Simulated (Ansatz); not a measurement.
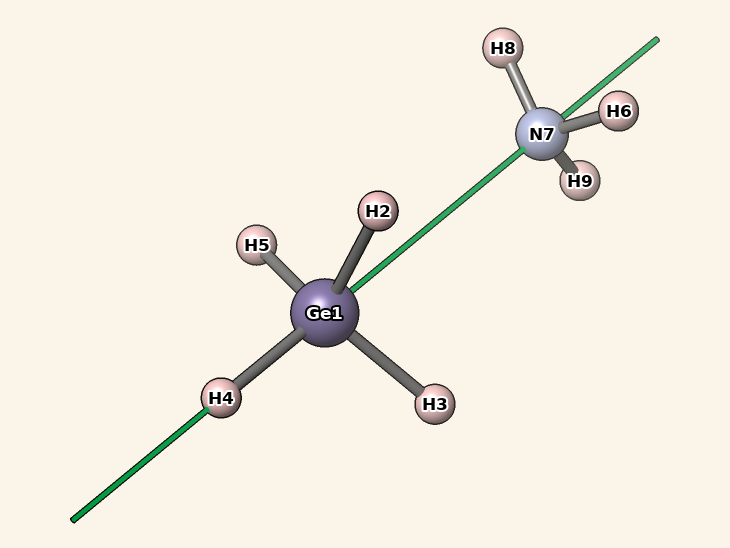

A line through the centre of mass is drawn in. Distant atoms are faded towards the background colour. The computed structure is the end point of a PBE0-D4/def2-TZVP optimisation.

Question: Is the line a proper rotation axis of the structure, and of what order?

Answer: Yes, a C3 axis. A turn by 120° leaves Ge1, H4, N7 in place and moves H2 → H3 → H5 → H2; H6 → H9 → H8 → H6. The point group is C3.
